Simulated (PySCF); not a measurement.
```
atom    x (Å)    y (Å)    z (Å)
   C   3.9148  -0.1053  -0.0184
  Si   2.2110   0.7253   0.0793
   C   0.8850  -0.6445  -0.0264
   C  -0.5261  -0.1393   0.2390
   C  -1.6078  -1.2237   0.1782
   C  -2.8957  -0.4279  -0.0117
   C  -2.4965   0.6487  -1.0240
   C  -1.0059   0.9157  -0.7684
   F  -0.8200   2.1853  -0.2494
   H   4.0229  -0.6960  -0.9232
   H   4.7035   0.6396  -0.0172
   H   4.0877  -0.7654   0.8262
   H   2.0712   1.6645  -1.0393
   H   2.0710   1.4332   1.3564
   H   1.1086  -1.4265   0.7031
   H   0.9102  -1.1240  -1.0081
   H  -0.5568   0.3301   1.2275
   H  -1.6207  -1.8426   1.0742
   H  -1.4357  -1.8694  -0.6859
   H  -3.7238  -1.0407  -0.3643
   H  -3.1851   0.0333   0.9333
   H  -2.6363   0.2841  -2.0414
   H  -3.0694   1.5670  -0.9065
   H  -0.4179   0.8982  -1.6920
```

Geometry: GFN2-xTB.

The calculation used PySCF 2.14.0, PBE0/pcSseg-1, SCF density, gas phase, non-relativistic.

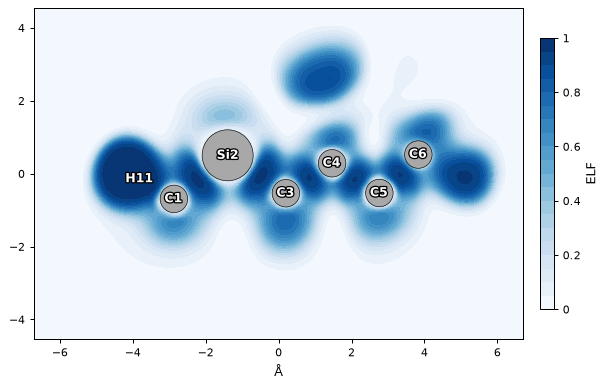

C$_{7}$H$_{15}$FSi. ELF on the plane of atoms Si2, C1 and H11. Grey discs cover the atomic cores.

### Describe what can be read from this map.

The plane passes through C, Si and H nuclei.
C–C (1.52 Å): the ELF peaks at about 0.95 between the atoms: a shared electron pair.
C–Si (1.90 Å): the ELF peaks at about 0.95 between the atoms (a covalent bond).
C–H (1.08 Å): the ELF climbs to about 1 towards the hydrogen, as it does in any bond to H (an ordinary covalent bond to hydrogen).
The ELF also peaks beside F9, away from the bonds: lone-pair regions.
